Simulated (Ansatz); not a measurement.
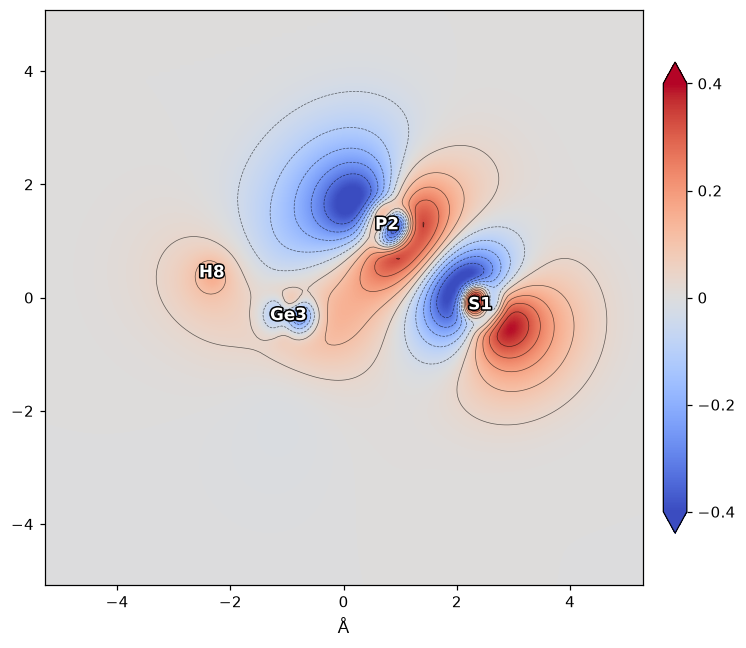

Figure. Ge2H7PS (SMILES S[PH][GeH2][GeH3]). The LUMO on the plane of atoms P2, Ge3 and H8 (values in Å⁻³ᐟ²; the overall sign is arbitrary).

Level of theory: RKS PBE-D4/def2-SVP in Ansatz 0.2.0.

The calculation's input:

```
crystal:
  periodic: [false, false, false]
  atoms:
    - { symbol: S, position_ang: [-0.2282, 2.5817, 0.1095] }
    - { symbol: P, position_ang: [-0.5763, 1.1746, 1.6677] }
    - { symbol: Ge, position_ang: [0.7057, -0.4037, 0.6556] }
    - { symbol: Ge, position_ang: [-0.3372, -1.3047, -1.2255] }
    - { symbol: H, position_ang: [-1.1992, 1.9751, -0.7626] }
    - { symbol: H, position_ang: [0.5069, 1.7104, 2.4899] }
    - { symbol: H, position_ang: [2.0953, 0.243, 0.2084] }
    - { symbol: H, position_ang: [1.0788, -1.521, 1.6766] }
    - { symbol: H, position_ang: [0.4591, -2.4106, -1.8237] }
    - { symbol: H, position_ang: [-1.7635, -1.9101, -0.7375] }
    - { symbol: H, position_ang: [-0.6761, -0.1916, -2.2378] }
basis:
  gaussian: { orbitals: def2-SVP }
hamiltonian:
  xc: pbe
  dispersion: d4
relax:
  f_tol: 0.015
  max_steps: 40
output:
  orbitals: {}
```

Launched as:

```sh
ansatz run input.yaml --threads 2 --pin off --max-ram 3072MiB --backend cpu --events-out ev --progress --plain --runs-dir out
```

The fields are those of the run's last geometry, not of the input's.

Q: Where does this orbital lie, and at what energy?

A: Its weight (Hirshfeld) is mainly on P2 (about 45 %), S1 (about 35 %) and Ge3 (about 10 %). Its energy is −1.47 eV.
